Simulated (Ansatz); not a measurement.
**Run report: SiH$_{2}$ClF, nudged elastic band**

System: SiH$_{2}$ClF.
Method: RKS CAM-B3LYP-D4/def2-SVP (Ansatz 0.2.0).

It belongs to a series of runs on one base structure; here: band between the two ends. Figures and captions count atoms from 1; the log counts them from 0 in places.

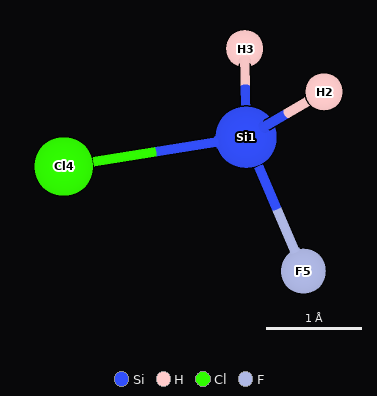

The input geometry (ball-and-stick view, seen at a tilt; atoms are numbered from 1 in the order of the input).

**Key numbers**

- outcome: converged
- barrier, forward: 3.585 eV
- barrier, backward: 1.884 eV
- hardware: 1 thread of AMD EPYC (Zen 3), 32 GiB of memory available, shared host
- wall time: 6.5 min
- peak memory: 0.14 GiB

The order of the saddle point was not checked.

**Input file**
```yaml
crystal:
  periodic: [false, false, false]
  atoms:
    - { symbol: Si, position_ang: [0.251053, 0.02386, 0.17765] }
    - { symbol: H, position_ang: [0.201862, 0.021554, 1.652806] }
    - { symbol: H, position_ang: [1.625535, 0.021599, -0.360219] }
    - { symbol: Cl, position_ang: [-0.743681, 1.670495, -0.52582] }
    - { symbol: F, position_ang: [-0.504769, -1.296809, -0.356919] }
basis:
  gaussian: { orbitals: def2-SVP }
hamiltonian:
  xc: cam_b3lyp
  dispersion: d4
neb:
  order_check: false
  images: 5
  f_tol: 0.05
  max_iterations: 60
  optimiser: lbfgs
  climbing: immediate
  final_atoms:
    - { symbol: Si, position_ang: [-0.18866921, 0.10723256, -1.33291157] }
    - { symbol: H, position_ang: [1.37934687, 0.36551515, 1.42474268] }
    - { symbol: H, position_ang: [1.55731166, -0.36971869, 1.32049966] }
    - { symbol: Cl, position_ang: [-1.21062171, 1.57137493, -0.24488563] }
    - { symbol: F, position_ang: [-0.70736761, -1.23370495, -0.57994714] }
  initial_path:
    images:
      - { positions_ang: [[0.251053, 0.02386, 0.17765], [0.201862, 0.021554, 1.652806], [1.625535, 0.021599, -0.360219], [-0.743681, 1.670495, -0.52582], [-0.504769, -1.296809, -0.356919]] }
      - { positions_ang: [[0.16733394, 0.01600424, 0.11840916], [0.46767622, 0.01370743, 1.54364362], [1.61122278, 0.01373851, -0.07320788], [-0.82954361, 1.69371662, -0.58651809], [-0.58668934, -1.2964678, -0.41482881]] }
      - { positions_ang: [[0.08361489, 0.00814847, 0.05916832], [0.73349045, 0.00586086, 1.43448123], [1.59691056, 0.00587802, 0.21380325], [-0.91540623, 1.71693824, -0.64721618], [-0.66860967, -1.2961266, -0.47273862]] }
      - { positions_ang: [[-0.00010417, 0.00029271, -7.252e-05], [0.99930467, -0.0019857, 1.32531885], [1.58259834, -0.00198247, 0.50081437], [-1.00126884, 1.74015986, -0.70791426], [-0.75053001, -1.2957854, -0.53064844]] }
      - { positions_ang: [[-0.06295918, 0.03593933, -0.44435221], [1.12598541, 0.12051458, 1.35846013], [1.57416945, -0.12456121, 0.7740428], [-1.07105313, 1.68389822, -0.55357139], [-0.73614255, -1.27509192, -0.54708134]] }
      - { positions_ang: [[-0.12581419, 0.07158594, -0.88863189], [1.25266614, 0.24301486, 1.39160141], [1.56574055, -0.24713995, 1.04727123], [-1.14083742, 1.62763657, -0.39922851], [-0.72175508, -1.25439843, -0.56351424]] }
      - { positions_ang: [[-0.18866921, 0.10723256, -1.33291157], [1.37934687, 0.36551515, 1.42474268], [1.55731166, -0.36971869, 1.32049966], [-1.21062171, 1.57137493, -0.24488563], [-0.70736761, -1.23370495, -0.57994714]] }
```

Run as:
```bash
ansatz run input.yaml --threads 1 --pin off --max-ram 2048MiB --backend cpu --events-out ev --progress --plain --runs-dir out
```

**What the program printed**
```
Engine: ansatz 0.2.0, x86_64-unknown-linux-gnu
Functional definition: CAM-B3LYP
  parameter alpha = 0.19
  parameter beta = 0.46
  parameter omega = 0.33/bohr
  parameter ac = 0.81
  exchange = (1 - alpha - beta)*b88_x + beta*b88_x_sr(omega) + alpha*exact_x + beta*exact_x_lr(omega)
  correlation = (1 - ac)*vwn5_c + ac*lyp_c
590 factors; integrals over basis functions are off by at most 4.3e-4 eV
213 factors; integrals over basis functions are off by at most 1.1e-6 eV
mean field evaluation 1: about -23142.2030 eV, gradient 3.0e1 eV
mean field evaluation 2: about -23141.4375 eV, gradient 3.9e1 eV
mean field evaluation 4: about -23143.6644 eV, gradient 7.3e-1 eV
mean field evaluation 8: about -23143.6683 eV, gradient 3.1e-3 eV
mean field -23143.66827231 eV, -850.5141216656 hartree, gradient 2.1e-5 eV, S^2 0.000000; 0 other end points of the search recorded, 0 dependent functions left out
the calculation of the forces begins
reference -23143.66836778 eV, -850.5141251741 hartree; 21, 21 occupied and 39, 39 virtual orbitals, 590 factors
594 factors; integrals over basis functions are off by at most 3.9e-4 eV
213 factors; integrals over basis functions are off by at most 3.0e-6 eV
mean field evaluation 16: about -23138.4714 eV, gradient 4.8e1 eV
mean field -23141.96330779 eV, -850.4514653750 hartree, gradient 4.3e-5 eV, S^2 0.000000; 0 other end points of the search recorded, 0 dependent functions left out
[... from here on the field's lines of each further geometry are left out, up to the last ...]
NEB iter   1: max|band force component| = 6.973e0 eV/Å  barrier→ = 5.0614 eV  barrier← = 3.3601 eV  CI = image 3  Δτ_max = 0.1123 Å  (168 SCF iters)
NEB iter   2: max|band force component| = 4.907e0 eV/Å  barrier→ = 5.0912 eV  barrier← = 3.3899 eV  CI = image 3  Δτ_max = 0.1125 Å  (149 SCF iters)
NEB iter   3: max|band force component| = 3.557e0 eV/Å  barrier→ = 4.9469 eV  barrier← = 3.2456 eV  CI = image 3  Δτ_max = 0.2000 Å  (149 SCF iters)
NEB iter   4: max|band force component| = 2.099e0 eV/Å  barrier→ = 4.0330 eV  barrier← = 2.3317 eV  CI = image 3  Δτ_max = 0.1478 Å  (147 SCF iters)
NEB iter   5: max|band force component| = 1.648e0 eV/Å  barrier→ = 3.5450 eV  barrier← = 1.8437 eV  CI = image 3  Δτ_max = 0.1869 Å  (141 SCF iters)
NEB iter   6: max|band force component| = 3.060e0 eV/Å  barrier→ = 3.5151 eV  barrier← = 1.8138 eV  CI = image 3  Δτ_max = 0.0496 Å  (139 SCF iters)
NEB iter   7: max|band force component| = 2.569e0 eV/Å  barrier→ = 3.5766 eV  barrier← = 1.8753 eV  CI = image 3  Δτ_max = 0.1098 Å  (128 SCF iters)
NEB iter   8: max|band force component| = 2.423e0 eV/Å  barrier→ = 3.7622 eV  barrier← = 2.0609 eV  CI = image 3  Δτ_max = 0.1296 Å  (133 SCF iters)
NEB iter   9: max|band force component| = 2.785e0 eV/Å  barrier→ = 3.4959 eV  barrier← = 1.7946 eV  CI = image 3  Δτ_max = 0.0448 Å  (136 SCF iters)
NEB iter  10: max|band force component| = 1.207e0 eV/Å  barrier→ = 3.5013 eV  barrier← = 1.8000 eV  CI = image 3  Δτ_max = 0.0477 Å  (127 SCF iters)
NEB iter  11: max|band force component| = 1.143e0 eV/Å  barrier→ = 3.5880 eV  barrier← = 1.8867 eV  CI = image 3  Δτ_max = 0.0581 Å  (132 SCF iters)
NEB iter  12: max|band force component| = 1.342e0 eV/Å  barrier→ = 3.6358 eV  barrier← = 1.9345 eV  CI = image 3  Δτ_max = 0.0217 Å  (130 SCF iters)
NEB iter  13: max|band force component| = 5.992e-1 eV/Å  barrier→ = 3.6191 eV  barrier← = 1.9178 eV  CI = image 3  Δτ_max = 0.0188 Å  (123 SCF iters)
NEB iter  14: max|band force component| = 6.426e-1 eV/Å  barrier→ = 3.6038 eV  barrier← = 1.9025 eV  CI = image 3  Δτ_max = 0.0111 Å  (127 SCF iters)
NEB iter  15: max|band force component| = 3.047e-1 eV/Å  barrier→ = 3.6011 eV  barrier← = 1.8998 eV  CI = image 3  Δτ_max = 0.0151 Å  (119 SCF iters)
NEB iter  16: max|band force component| = 6.006e-1 eV/Å  barrier→ = 3.5970 eV  barrier← = 1.8957 eV  CI = image 3  Δτ_max = 0.0096 Å  (125 SCF iters)
NEB iter  17: max|band force component| = 2.754e-1 eV/Å  barrier→ = 3.5959 eV  barrier← = 1.8946 eV  CI = image 3  Δτ_max = 0.0079 Å  (118 SCF iters)
NEB iter  18: max|band force component| = 4.043e-1 eV/Å  barrier→ = 3.5943 eV  barrier← = 1.8930 eV  CI = image 3  Δτ_max = 0.0075 Å  (120 SCF iters)
NEB iter  19: max|band force component| = 2.535e-1 eV/Å  barrier→ = 3.5934 eV  barrier← = 1.8921 eV  CI = image 3  Δτ_max = 0.0124 Å  (110 SCF iters)
NEB iter  20: max|band force component| = 4.790e-1 eV/Å  barrier→ = 3.5912 eV  barrier← = 1.8899 eV  CI = image 3  Δτ_max = 0.0078 Å  (120 SCF iters)
NEB iter  21: max|band force component| = 2.163e-1 eV/Å  barrier→ = 3.5906 eV  barrier← = 1.8893 eV  CI = image 3  Δτ_max = 0.0060 Å  (109 SCF iters)
NEB iter  22: max|band force component| = 2.921e-1 eV/Å  barrier→ = 3.5898 eV  barrier← = 1.8885 eV  CI = image 3  Δτ_max = 0.0055 Å  (110 SCF iters)
NEB iter  23: max|band force component| = 1.959e-1 eV/Å  barrier→ = 3.5894 eV  barrier← = 1.8881 eV  CI = image 3  Δτ_max = 0.0101 Å  (108 SCF iters)
NEB iter  24: max|band force component| = 3.797e-1 eV/Å  barrier→ = 3.5883 eV  barrier← = 1.8870 eV  CI = image 3  Δτ_max = 0.0064 Å  (122 SCF iters)
NEB iter  25: max|band force component| = 1.668e-1 eV/Å  barrier→ = 3.5879 eV  barrier← = 1.8866 eV  CI = image 3  Δτ_max = 0.0044 Å  (108 SCF iters)
NEB iter  26: max|band force component| = 2.163e-1 eV/Å  barrier→ = 3.5876 eV  barrier← = 1.8863 eV  CI = image 3  Δτ_max = 0.0042 Å  (106 SCF iters)
NEB iter  27: max|band force component| = 1.516e-1 eV/Å  barrier→ = 3.5873 eV  barrier← = 1.8860 eV  CI = image 3  Δτ_max = 0.0082 Å  (105 SCF iters)
NEB iter  28: max|band force component| = 3.007e-1 eV/Å  barrier→ = 3.5867 eV  barrier← = 1.8854 eV  CI = image 3  Δτ_max = 0.0052 Å  (122 SCF iters)
NEB iter  29: max|band force component| = 1.284e-1 eV/Å  barrier→ = 3.5866 eV  barrier← = 1.8853 eV  CI = image 3  Δτ_max = 0.0032 Å  (104 SCF iters)
NEB iter  30: max|band force component| = 1.612e-1 eV/Å  barrier→ = 3.5864 eV  barrier← = 1.8851 eV  CI = image 3  Δτ_max = 0.0031 Å  (106 SCF iters)
NEB iter  31: max|band force component| = 1.168e-1 eV/Å  barrier→ = 3.5863 eV  barrier← = 1.8850 eV  CI = image 3  Δτ_max = 0.0066 Å  (103 SCF iters)
NEB iter  32: max|band force component| = 2.390e-1 eV/Å  barrier→ = 3.5860 eV  barrier← = 1.8847 eV  CI = image 3  Δτ_max = 0.0042 Å  (115 SCF iters)
NEB iter  33: max|band force component| = 9.821e-2 eV/Å  barrier→ = 3.5859 eV  barrier← = 1.8846 eV  CI = image 3  Δτ_max = 0.0024 Å  (104 SCF iters)
NEB iter  34: max|band force component| = 1.219e-1 eV/Å  barrier→ = 3.5858 eV  barrier← = 1.8845 eV  CI = image 3  Δτ_max = 0.0024 Å  (100 SCF iters)
NEB iter  35: max|band force component| = 8.946e-2 eV/Å  barrier→ = 3.5857 eV  barrier← = 1.8844 eV  CI = image 3  Δτ_max = 0.0053 Å  (101 SCF iters)
NEB iter  36: max|band force component| = 1.915e-1 eV/Å  barrier→ = 3.5856 eV  barrier← = 1.8843 eV  CI = image 3  Δτ_max = 0.0034 Å  (112 SCF iters)
NEB iter  37: max|band force component| = 7.681e-2 eV/Å  barrier→ = 3.5855 eV  barrier← = 1.8842 eV  CI = image 3  Δτ_max = 0.0018 Å  (103 SCF iters)
NEB iter  38: max|band force component| = 9.379e-2 eV/Å  barrier→ = 3.5855 eV  barrier← = 1.8842 eV  CI = image 3  Δτ_max = 0.0019 Å  (100 SCF iters)
NEB iter  39: max|band force component| = 7.344e-2 eV/Å  barrier→ = 3.5855 eV  barrier← = 1.8842 eV  CI = image 3  Δτ_max = 0.0042 Å  (100 SCF iters)
NEB iter  40: max|band force component| = 1.554e-1 eV/Å  barrier→ = 3.5854 eV  barrier← = 1.8841 eV  CI = image 3  Δτ_max = 0.0028 Å  (111 SCF iters)
NEB iter  41: max|band force component| = 6.725e-2 eV/Å  barrier→ = 3.5854 eV  barrier← = 1.8841 eV  CI = image 3  Δτ_max = 0.0014 Å  (102 SCF iters)
NEB iter  42: max|band force component| = 7.374e-2 eV/Å  barrier→ = 3.5853 eV  barrier← = 1.8840 eV  CI = image 3  Δτ_max = 0.0015 Å  (98 SCF iters)
NEB iter  43: max|band force component| = 6.441e-2 eV/Å  barrier→ = 3.5853 eV  barrier← = 1.8840 eV  CI = image 3  Δτ_max = 0.0036 Å  (100 SCF iters)
NEB iter  44: max|band force component| = 1.281e-1 eV/Å  barrier→ = 3.5853 eV  barrier← = 1.8840 eV  CI = image 3  Δτ_max = 0.0024 Å  (110 SCF iters)
NEB iter  45: max|band force component| = 5.904e-2 eV/Å  barrier→ = 3.5853 eV  barrier← = 1.8840 eV  CI = image 3  Δτ_max = 0.0012 Å  (102 SCF iters)
NEB iter  46: max|band force component| = 5.941e-2 eV/Å  barrier→ = 3.5852 eV  barrier← = 1.8840 eV  CI = image 3  Δτ_max = 0.0012 Å  (98 SCF iters)
NEB iter  47: max|band force component| = 5.667e-2 eV/Å  barrier→ = 3.5852 eV  barrier← = 1.8839 eV  CI = image 3  Δτ_max = 0.0033 Å  (97 SCF iters)
NEB iter  48: max|band force component| = 1.076e-1 eV/Å  barrier→ = 3.5852 eV  barrier← = 1.8839 eV  CI = image 3  Δτ_max = 0.0020 Å  (104 SCF iters)
NEB iter  49: max|band force component| = 5.207e-2 eV/Å  barrier→ = 3.5852 eV  barrier← = 1.8839 eV  CI = image 3  Δτ_max = 0.0010 Å  (97 SCF iters)
NEB iter  50: max|band force component| = 5.148e-2 eV/Å  barrier→ = 3.5852 eV  barrier← = 1.8839 eV  CI = image 3  Δτ_max = 0.0243 Å  (96 SCF iters)
NEB iter  51: max|band force component| = 1.715e-1 eV/Å  barrier→ = 3.5852 eV  barrier← = 1.8839 eV  CI = image 3  Δτ_max = 0.0032 Å  (123 SCF iters)
NEB iter  52: max|band force component| = 5.075e-2 eV/Å  barrier→ = 3.5852 eV  barrier← = 1.8839 eV  CI = image 3  Δτ_max = 0.0006 Å  (99 SCF iters)
the calculation of the forces begins
reference -23141.92236574 eV, -850.4499607824 hartree; 21, 21 occupied and 39, 39 virtual orbitals, 594 factors
592 factors; integrals over basis functions are off by at most 1.1e-3 eV
213 factors; integrals over basis functions are off by at most 9.9e-7 eV
mean field evaluation 1440: about -23138.5189 eV, gradient 3.0e1 eV
mean field -23140.07644413 eV, -850.3821244146 hartree, gradient 1.9e-5 eV, S^2 0.000000; 1 other end points of the search recorded, 0 dependent functions left out
the calculation of the forces begins
reference -23140.07654121 eV, -850.3821279823 hartree; 21, 21 occupied and 39, 39 virtual orbitals, 592 factors
NEB iter  53: max|band force component| = 3.175e-2 eV/Å  barrier→ = 3.5852 eV  barrier← = 1.8839 eV  CI = image 3  Δτ_max = 0.0000 Å  (216 SCF iters)
```

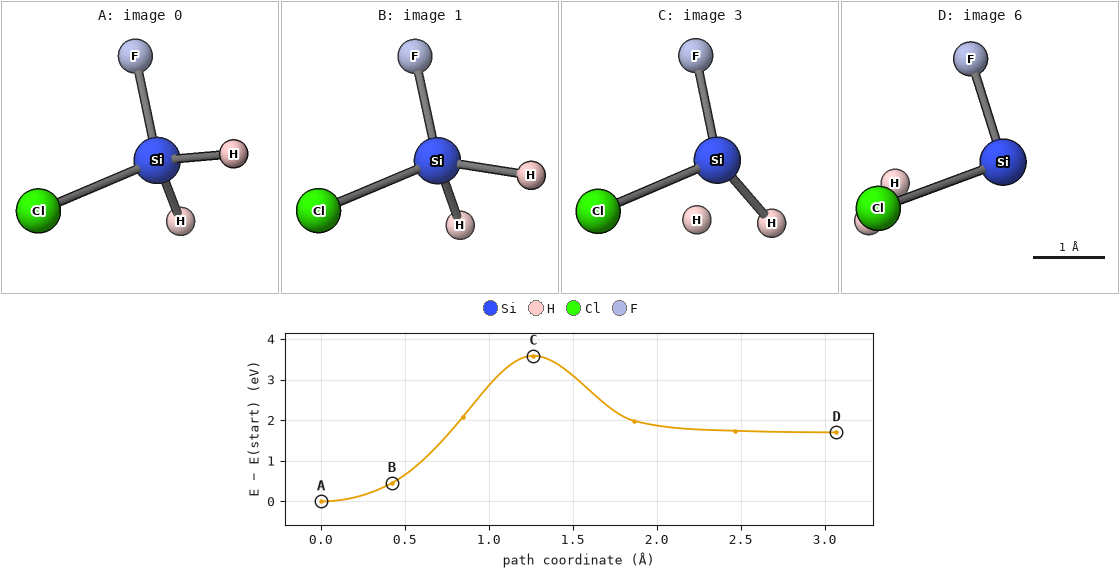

Images of the last band (counted from 0; ball-and-stick, seen at a tilt) above the energy along the path; the line is a cubic interpolation that uses the forces. The highest image is number 3, 3.585 eV above the start and 1.884 eV above the end (the climbing image); the end lies 1.701 eV above the start. The path is 3.07 Å long. The band converged in 53 iterations.

```
Total energy: -23140.15633331 eV, -850.3850602879 hartree
Atom 0 at     0.263795    -0.009296    -0.410392 Å, force     0.000676     0.000801     0.001567 eV/Å
Atom 1 at     0.658547     0.107388     1.266515 Å, force     0.002294     0.002109     0.002067 eV/Å
Atom 2 at     1.502789    -0.048938     0.423773 Å, force     0.000566    -0.002840    -0.000173 eV/Å
Atom 3 at    -0.889846     1.692011    -0.401728 Å, force    -0.002387    -0.001558    -0.001130 eV/Å
Atom 4 at    -0.705285    -1.300466    -0.290669 Å, force    -0.001150     0.001487    -0.002330 eV/Å
Dipole moment:     0.315925     0.038858     0.011817 e Å
this run last wrote the band of iteration 53 to [file]
```

**The last band as extended XYZ (Å, eV, eV/Å)**
```
5
Properties=species:S:1:pos:R:3:forces:R:3 image=0 energy=-23143.74141
Si    0.2511    0.0239    0.1777   -0.0288  -0.0176  -0.0204
H     0.2019    0.0216    1.6528   -0.0058  -0.0012   0.0177
H     1.6255    0.0216   -0.3602    0.0147  -0.0012  -0.0114
Cl   -0.7437    1.6705   -0.5258    0.0035  -0.0034   0.0024
F    -0.5048   -1.2968   -0.3569    0.0164   0.0236   0.0116
5
Properties=species:S:1:pos:R:3:forces:R:3 image=1 energy=-23143.28950
Si    0.2232    0.0209    0.0638   -0.0298   0.0321   1.1105
H     0.3755    0.0791    1.5016   -0.8340  -0.1036   0.9371
H     1.6796   -0.0355   -0.0790    0.2589   0.0155  -1.5172
Cl   -0.8554    1.6667   -0.4957    0.2831  -0.0751  -0.3401
F    -0.5929   -1.2905   -0.4031    0.3218   0.1312  -0.1902
5
Properties=species:S:1:pos:R:3:forces:R:3 image=2 energy=-23141.67046
Si    0.2320    0.0140   -0.1336   -0.4838   0.1956   3.4489
H     0.5057    0.0991    1.3396   -1.7197  -0.0001   0.8336
H     1.6309   -0.0494    0.2162    1.6165  -0.1948  -2.7713
Cl   -0.8860    1.6860   -0.4562    0.2494   0.0276  -0.7734
F    -0.6526   -1.3090   -0.3784    0.3375  -0.0283  -0.7379
5
Properties=species:S:1:pos:R:3:forces:R:3 image=3 energy=-23140.15624
Si    0.2638   -0.0093   -0.4104    0.0007   0.0008   0.0016
H     0.6585    0.1074    1.2665    0.0023   0.0021   0.0021
H     1.5028   -0.0489    0.4238    0.0006  -0.0028  -0.0002
Cl   -0.8898    1.6920   -0.4017   -0.0024  -0.0016  -0.0011
F    -0.7053   -1.3005   -0.2907   -0.0011   0.0015  -0.0023
5
Properties=species:S:1:pos:R:3:forces:R:3 image=4 energy=-23141.75671
Si    0.1941   -0.0190   -0.8470   -0.1587  -0.0609  -0.9206
H     0.8637    0.0764    1.2741    0.4520  -0.0144   0.0152
H     1.4396   -0.0083    0.7510   -0.1358   0.0296   0.6925
Cl   -0.9660    1.6495   -0.3063   -0.0804  -0.0643   0.1028
F    -0.7014   -1.2579   -0.2843   -0.0772   0.1100   0.1102
5
Properties=species:S:1:pos:R:3:forces:R:3 image=5 energy=-23142.00225
Si    0.0015    0.0396   -1.1064   -0.0688   0.0011  -0.0925
H     1.1051    0.2028    1.4293    0.0297   0.0246   0.0328
H     1.5988   -0.1830    0.9942    0.0590  -0.0222   0.0821
Cl   -1.1170    1.6122   -0.2914   -0.0070  -0.0078  -0.0012
F    -0.7584   -1.2309   -0.4382   -0.0129   0.0043  -0.0213
5
Properties=species:S:1:pos:R:3:forces:R:3 image=6 energy=-23142.04011
Si   -0.1887    0.1072   -1.3329   -0.0013   0.0295  -0.0004
H     1.3793    0.3655    1.4247    0.0070  -0.0207  -0.0046
H     1.5573   -0.3697    1.3205   -0.0065   0.0205   0.0046
Cl   -1.2106    1.5714   -0.2449    0.0078  -0.0141  -0.0091
F    -0.7074   -1.2337   -0.5799   -0.0070  -0.0153   0.0094
```
